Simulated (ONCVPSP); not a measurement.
## Pseudopotential generation: Er (part 2 of 2)

The same run, continued: erbium (Er, Z = 68), core [Kr] 4d10 4f11, reference valence 5s2 5p6 5d1 6s1.5 (an ion of charge +0.5), valence charge 11. Method: ONCV potential, PBE, fully relativistic, made with ONCVPSP 4.0.1.

**The program's output (extracts), continued**
```
   2   1       -1.356509       -1.356499     61.36

   3   2       -0.189729       -0.189541     41.48

 Testing for highly-localized positive-energy ghosts
       l    <radius>/rc     E Basis Diag.   E Cutoff

       0        0.331258        8.924926    102.15  WARNING - GHOST(+)

Test configuration 0

   n   l kap    f        eae           eps        diff
   1   0  -1  2.0000-2106.42362225
   2   0  -1  2.0000 -353.97897792
   2   1  -2  4.0000 -303.44350315
   2   1   1  2.0000 -337.13828047
   3   0  -1  2.0000  -79.62998005
   3   1  -2  4.0000  -65.17191125
   3   1   1  2.0000  -72.24813378
   3   2  -3  6.0000  -51.01472798
   3   2   2  4.0000  -52.56073437
   4   0  -1  2.0000  -16.02126434
   4   1  -2  4.0000  -11.47403480
   4   1   1  2.0000  -13.07097471
   4   2  -3  6.0000   -6.32901110
   4   2   2  4.0000   -6.62008058
   4   3  -4  6.2857   -0.44313689
   4   3   3  4.7143   -0.48545318
   5   0  -1  2.0000   -2.16892707   -2.16892614    9.30E-07
   5   1  -2  4.0000   -1.14756589   -1.14756997   -4.07E-06
   5   1   1  2.0000   -1.35650806   -1.35650853   -4.72E-07
   5   2  -3  0.6000   -0.17758689   -0.17758734   -4.48E-07
   5   2   2  0.4000   -0.18972946   -0.18972938    8.24E-08
   6   0  -1  1.5000   -0.25783324   -0.25783034    2.90E-06

    Total energies and differences
      AE_ref= -1.30994391E+04  AE_tst= -1.30994391E+04  dif=  0.00E+00
      PS_ref= -3.96734031E+01  PS_tst= -3.96734031E+01  dif= -4.97E-14
      PSP excitation error=  4.97E-14

Test configuration 1

   n   l kap    f        eae           eps        diff
   1   0  -1  2.0000-2106.30856929
   2   0  -1  2.0000 -353.86455665
   2   1  -2  4.0000 -303.32906067
   2   1   1  2.0000 -337.02379780
   3   0  -1  2.0000  -79.51568617
   3   1  -2  4.0000  -65.05761635
   3   1   1  2.0000  -72.13383070
   3   2  -3  6.0000  -50.90044609
   3   2   2  4.0000  -52.44645060
   4   0  -1  2.0000  -15.90693746
   4   1  -2  4.0000  -11.35970458
   4   1   1  2.0000  -12.95664878
   4   2  -3  6.0000   -6.21470497
   4   2   2  4.0000   -6.50577297
   4   3  -4  6.2857   -0.32887452
   4   3   3  4.7143   -0.37118451
   5   0  -1  2.0000   -2.05455900   -2.05368162    8.77E-04
   5   1  -2  4.0000   -1.03310259   -1.03252914    5.73E-04
   5   1   1  2.0000   -1.24204607   -1.24136868    6.77E-04
   5   2  -3  0.6000   -0.07243562   -0.07236160    7.40E-05
   5   2   2  0.4000   -0.08343346   -0.08333084    1.03E-04
   6   0  -1  2.0000   -0.16221647   -0.16231382   -9.74E-05

    Total energies and differences
      AE_ref= -1.30994391E+04  AE_tst= -1.30995438E+04  dif= -1.05E-01
      PS_ref= -3.96734031E+01  PS_tst= -3.97781278E+01  dif= -1.05E-01
      PSP excitation error=  1.78E-05

Test configuration 2

   n   l kap    f        eae           eps        diff
   1   0  -1  2.0000-2106.55140068
   2   0  -1  2.0000 -354.10596532
   2   1  -2  4.0000 -303.57052120
   2   1   1  2.0000 -337.26535242
   3   0  -1  2.0000  -79.75667937
   3   1  -2  4.0000  -65.29861183
   3   1   1  2.0000  -72.37485061
   3   2  -3  6.0000  -51.14143062
   3   2   2  4.0000  -52.68744228
   4   0  -1  2.0000  -16.14803702
   4   1  -2  4.0000  -11.60083216
   4   1   1  2.0000  -13.19775219
   4   2  -3  6.0000   -6.45580052
   4   2   2  4.0000   -6.74686675
   4   3  -4  6.2857   -0.56984761
   4   3   3  4.7143   -0.61217685
   5   0  -1  2.0000   -2.29582080   -2.29714069   -1.32E-03
   5   1  -2  4.0000   -1.27418014   -1.27505083   -8.71E-04
   5   1   1  2.0000   -1.48329783   -1.48432175   -1.02E-03
   5   2  -3  0.6000   -0.29307081   -0.29315235   -8.15E-05
   5   2   2  0.4000   -0.30633781   -0.30645584   -1.18E-04
   6   0  -1  1.0000   -0.36005210   -0.35979926    2.53E-04

    Total energies and differences
      AE_ref= -1.30994391E+04  AE_tst= -1.30992849E+04  dif=  1.54E-01
      PS_ref= -3.96734031E+01  PS_tst= -3.95192306E+01  dif=  1.54E-01
      PSP excitation error=  6.18E-05

Test configuration 3

   n   l kap    f        eae           eps        diff
   1   0  -1  2.0000-2106.83922672
   2   0  -1  2.0000 -354.39166694
   2   1  -2  4.0000 -303.85631447
   2   1   1  2.0000 -337.55129910
   3   0  -1  2.0000  -80.04128291
   3   1  -2  4.0000  -65.58321867
   3   1   1  2.0000  -72.65951600
   3   2  -3  6.0000  -51.42608966
   3   2   2  4.0000  -52.97212280
   4   0  -1  2.0000  -16.43292840
   4   1  -2  4.0000  -11.88584200
   4   1   1  2.0000  -13.48267147
   4   2  -3  6.0000   -6.74084533
   4   2   2  4.0000   -7.03188973
   4   3  -4  6.2857   -0.85457567
   4   3   3  4.7143   -0.89695294
   5   0  -1  2.0000   -2.58101620   -2.58639904   -5.38E-03
   5   1  -2  4.0000   -1.55730374   -1.56076452   -3.46E-03
   5   1   1  2.0000   -1.76745294   -1.77158775   -4.13E-03
   5   2  -3  0.6000   -0.55013709   -0.55031872   -1.82E-04
   5   2   2  0.4000   -0.56562664   -0.56593381   -3.07E-04
   6   0  -1  0.0000   -0.58216943   -0.58216943    0.00E+00

    Total energies and differences
      AE_ref= -1.30994391E+04  AE_tst= -1.30988158E+04  dif=  6.23E-01
      PS_ref= -3.96734031E+01  PS_tst= -3.90509236E+01  dif=  6.22E-01
      PSP excitation error=  8.30E-04

Test configuration 4

   n   l kap    f        eae           eps        diff
   1   0  -1  2.0000-2106.28644620
   2   0  -1  2.0000 -353.84104284
   2   1  -2  4.0000 -303.30556619
   2   1   1  2.0000 -337.00036962
   3   0  -1  2.0000  -79.49264585
   3   1  -2  4.0000  -65.03457678
   3   1   1  2.0000  -72.11077601
   3   2  -3  6.0000  -50.87727295
   3   2   2  4.0000  -52.42326484
   4   0  -1  2.0000  -15.88365447
   4   1  -2  4.0000  -11.33627252
   4   1   1  2.0000  -12.93331867
   4   2  -3  6.0000   -6.19104797
   4   2   2  4.0000   -6.48215953
   4   3  -4  6.2857   -0.30507221
   4   3   3  4.7143   -0.34736516
   5   0  -1  2.0000   -2.02995961   -2.02896443    9.95E-04
   5   1  -2  4.0000   -1.01073425   -1.00995466    7.80E-04
   5   1   1  2.0000   -1.21871405   -1.21782500    8.89E-04
   5   2  -3  0.9000   -0.06053645   -0.06047986    5.66E-05
   5   2   2  0.6000   -0.07075982   -0.07070597    5.39E-05
   6   0  -1  1.5000   -0.15518459   -0.15514838    3.62E-05

    Total energies and differences
      AE_ref= -1.30994391E+04  AE_tst= -1.30994998E+04  dif= -6.07E-02
      PS_ref= -3.96734031E+01  PS_tst= -3.97340365E+01  dif= -6.06E-02
      PSP excitation error= -3.83E-05
```

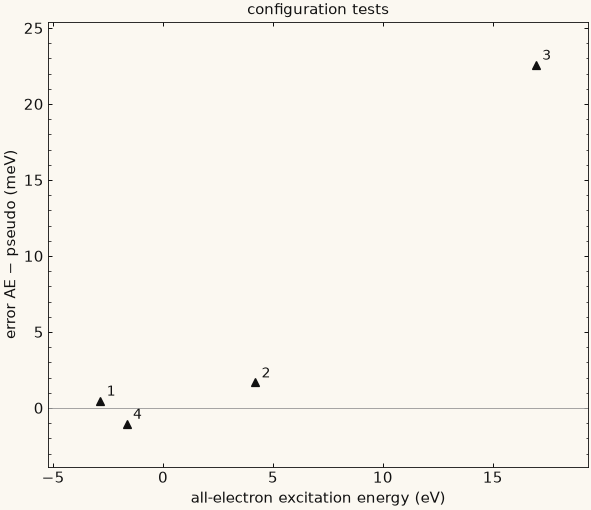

Figure 2. Errors, all-electron minus pseudo, of the energies of valence configurations relative to the unpolarised reference 5s2 5p6 5d1 6s1.5. Points: 1 = 5s2 5p6 5d1 6s2; 2 = 5s2 5p6 5d1 6s1; 3 = 5s2 5p6 5d1 6s0; 4 = 5s2 5p6 5d1.5 6s1.5.

- Worst configuration: 5s2 5p6 5d1 6s0 (charge +2): the error is +23 meV on an all-electron energy of +16.96 eV relative to the reference, or 0.13 %.
- Configurations within 10 meV and within 50 meV: 3 and 4 of 4.
- Errors in meV: 5s2 5p6 5d1 6s2: +0.5; 5s2 5p6 5d1 6s1: +1.7; 5s2 5p6 5d1 6s0: +23; 5s2 5p6 5d1.5 6s1.5: -1.0.

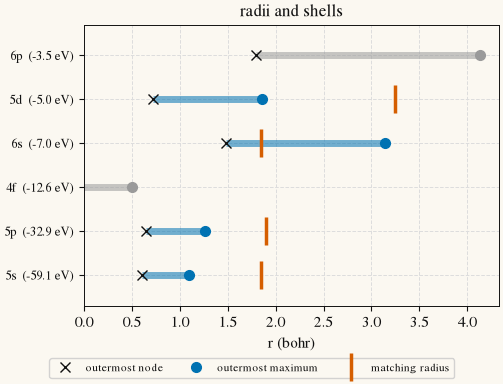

Figure 3. Outer shells of the all-electron reference atom: each bar runs from the outermost node (or the nucleus) to the outermost maximum of u(r); the tick is the radius chosen for the pseudo-wave. Shells without a tick have no pseudo-wave of their own. Levels, nodes and maxima are from ld1.x, scalar-relativistic.

- Radii against the shells: 5s: 1.85 bohr, outside the maximum; 5p: 1.90 bohr, outside the maximum; 6s: 1.85 bohr, between node and maximum; 5d: 3.25 bohr, outside the maximum.

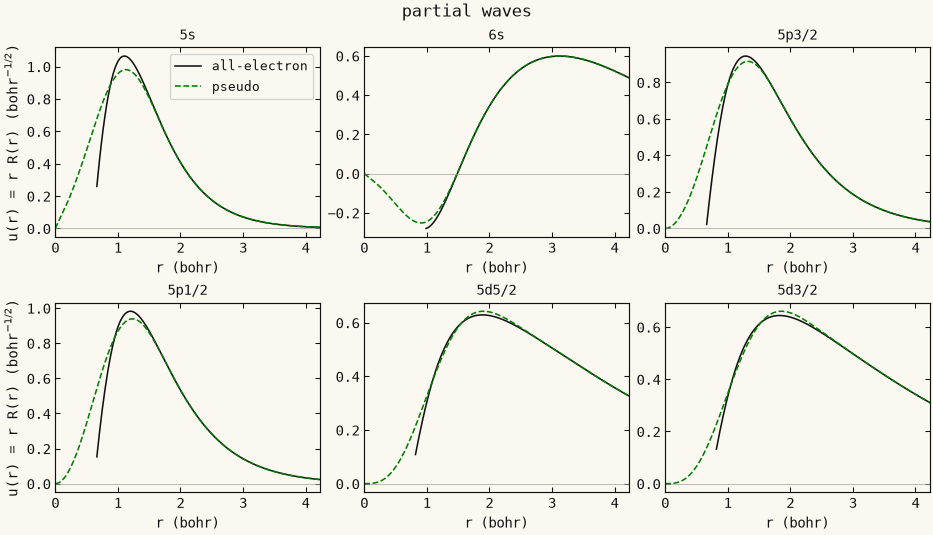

Figure 4. Partial waves u(r) = r R(r), all-electron (solid) and pseudo (dashed). The innermost oscillations of some all-electron curves aren't drawn. Reference configuration 5s2 5p6 5d1 6s1.5.

- Matching radii: 5s at 1.85 bohr; 6s at 1.85 bohr; 5p3/2 at 1.90 bohr; 5p1/2 at 1.90 bohr; 5d5/2 at 3.25 bohr; 5d3/2 at 3.25 bohr. The curves merge smoothly, so the plot gives these only roughly.
- Nodes of the pseudo-waves: 5s has no node; 6s has a node at about 1.5 bohr; 5p3/2 has no node; 5p1/2 has no node; 5d5/2 has no node; 5d3/2 has no node. A node in 6s is expected, since a lower shell of the same l is also in the valence and the two must stay orthogonal.

Outcome of the run: generated.
